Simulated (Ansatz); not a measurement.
Breaking a bond in BF2 (SMILES F[B]F)

BF2 has 3 atoms, charge 0, and is taken as a doublet. SMILES: `F[B]F`. The coordinates come from a PBE0-D4/def2-TZVP relaxation.

```xyz
3

F     0.5131   -1.0443    0.1600
B     0.2790    0.2405    0.1813
F    -0.8029    0.7389   -0.3546
```

The B2–F3 distance is scanned; the parts on either side stay rigid. Basis STO-3G, 3 core orbitals frozen in the correlated methods; program Ansatz 0.2.0. FCI is exact within this basis and core. Energies in eV from each method's value at 1.306 Å; open shells run as named. The shape above is that at 1.306 Å.

```json
{"distance (Å)": "1.306", "UBLYP": "0.00", "U-revPBE": "0.00", "UHSE06": "0.00", "UCCSDT(Q)": "0.00", "UCCSDTQ": "0.00", "FCI": "0.00"}
{"distance (Å)": "1.633", "UBLYP": "1.12", "U-revPBE": "1.12", "UHSE06": "1.45", "UCCSDT(Q)": "1.36", "UCCSDTQ": "1.37", "FCI": "1.37"}
{"distance (Å)": "1.959", "UBLYP": "3.15", "U-revPBE": "3.16", "UHSE06": "3.68", "UCCSDT(Q)": "3.25", "UCCSDTQ": "3.25", "FCI": "3.25"}
{"distance (Å)": "2.612", "UBLYP": "5.23", "U-revPBE": "5.18", "UHSE06": "5.25", "UCCSDT(Q)": "3.89", "UCCSDTQ": "3.88", "FCI": "3.89"}
{"distance (Å)": "3.265", "UBLYP": "5.59", "U-revPBE": "5.49", "UHSE06": "5.42", "UCCSDT(Q)": "3.89", "UCCSDTQ": "3.89", "FCI": "3.89"}
```

Departure from the FCI curve at its largest: UBLYP +1.70 eV at 3.27 Å; U-revPBE +1.60 eV at 3.27 Å; UHSE06 +1.53 eV at 3.27 Å; UCCSDT(Q) -0.01 eV at 1.63 Å; UCCSDTQ within 0.005 eV. For the functionals part of the departure is owed to the small basis.

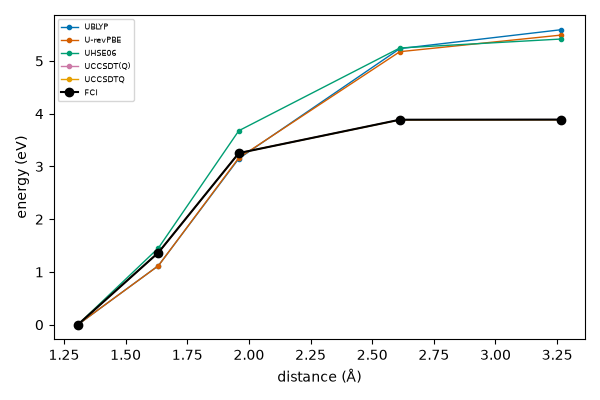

The curves of the table.
